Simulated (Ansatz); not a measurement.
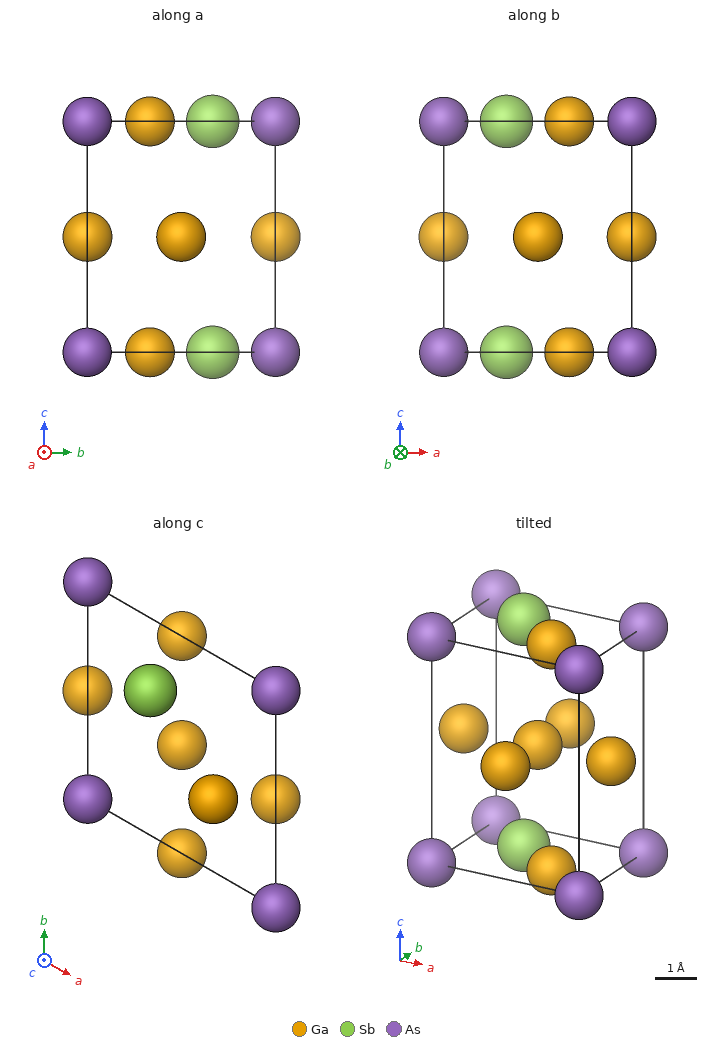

Spheres-only representation of a periodic structure, projected along the a axis, along the b axis, along the c axis and slightly off an axis. The conventional unit cell is outlined; an atom on or near a face, edge or corner is repeated at each equivalent position.

Lattice parameters: a = 5.3011 Å, b = 5.3011 Å, c = 5.6329 Å, α = 90.000°, β = 90.000°, γ = 120.000°.

Q: Turn the picture into a CIF in P1 with every atom of the cell, with free fractional coordinates to two decimals.

A:
```cif
data_structure
_symmetry_space_group_name_H-M 'P 1'
_symmetry_Int_Tables_number 1
_cell_length_a 5.3011
_cell_length_b 5.3011
_cell_length_c 5.6329
_cell_angle_alpha 90.000
_cell_angle_beta 90.000
_cell_angle_gamma 120.000
_cell_volume 137.09
loop_
_atom_site_label
_atom_site_type_symbol
_atom_site_fract_x
_atom_site_fract_y
_atom_site_fract_z
_atom_site_occupancy
Ga1 Ga 0.6667 0.3333 0.00 1
Ga2 Ga 0.50 0.00 0.50 1
Ga3 Ga 0.00 0.50 0.50 1
Ga4 Ga 0.50 0.50 0.50 1
Sb1 Sb 0.3333 0.6667 0.00 1
As1 As 0.00 0.00 0.00 1
```

The initial geometry was a structure type filled with these elements by a generator (whether the compound takes this form wasn't checked). What is shown is the relaxed result from Ansatz 0.2.0, DFT PBE, scalar-relativistic, plane waves, PAW.
